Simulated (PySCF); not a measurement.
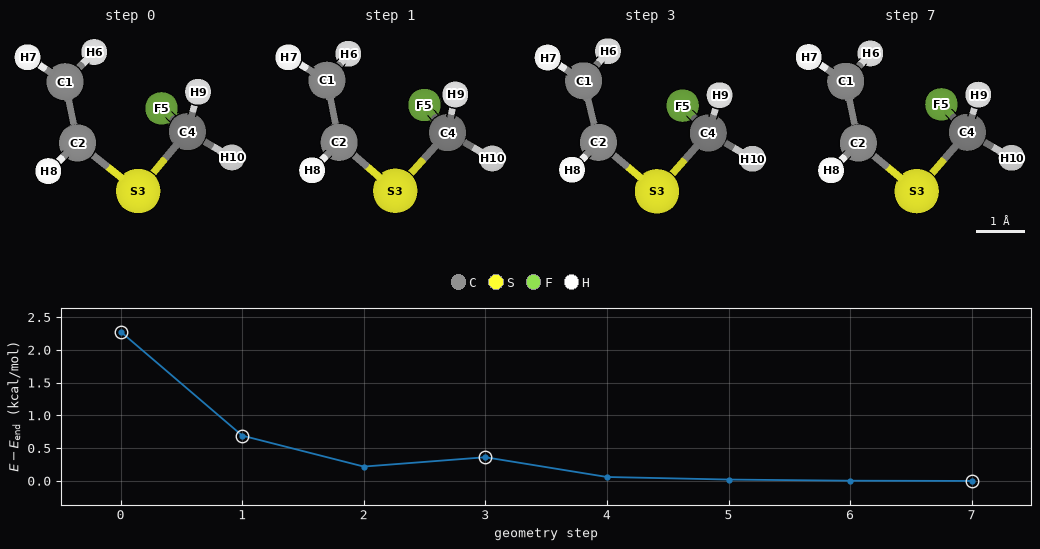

Frames of a relaxation of C$_{3}$H$_{5}$FS, marked on the history of the run. Style: ball-and-stick. Shown at a tilt.

The start comes from GFN2-xTB. Its atoms were then displaced at random by about 0.01 Å.

Method: PySCF, PBE0-D3(BJ)/def2-SVP geometry optimisation, gas phase. 

What happens along the run?

Over 7 geometry steps the energy falls by 2.28 kcal/mol. The largest move after the best rigid fit is that of H6, 0.15 Å. By element the largest moves are H 0.15 Å, F 0.09 Å, S 0.06 Å, C 0.04 Å. Near-neighbour distances that change, for instance: C4–H9 1.072 → 1.103 Å, C1–H7 1.066 → 1.092 Å, C2–S3 1.773 → 1.755 Å, C1–C2 1.319 → 1.336 Å. Bond angles that change, for instance: F5–C4–H10 104.9° → 109.3°, S3–C4–H9 112.9° → 108.9°, C2–C1–H7 122.6° → 119.7°. The run took 61 s on 1 thread of Intel(R) Xeon(R) Processor @ 2.50GHz (shared host). From step 0 to 1: H6 moves most (0.18 Å), energy −1.59 kcal/mol. From step 1 to 3: H9 moves most (0.09 Å), energy −0.33 kcal/mol. From step 3 to 7: H6 moves most (0.07 Å), energy −0.36 kcal/mol.
